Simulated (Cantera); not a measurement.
Charge: 1 mol Si, a varied amount of Cl2, 0.31 mol H2, held at 973 K and 0.100 bar.

Method: chemical equilibrium by Gibbs-energy minimisation in Cantera with the NASA 1993 tables (ideal gas, pure condensed phases). Candidate condensed phases: Si; 19 gas species. The tables' values for SiCl3 are old estimates; treat these amounts as uncertain. Rates play no part.

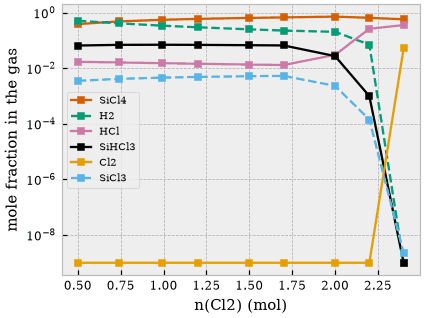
*Equilibrium gas composition (values under 1e-9 drawn at 1e-9)*

Task: Read off the mole fractions at 0.5 mol Cl2.

Result: H2 about 0.52, SiCl4 about 0.39, SiHCl3 about 0.066, HCl about 0.017, SiCl3 about 0.0036.
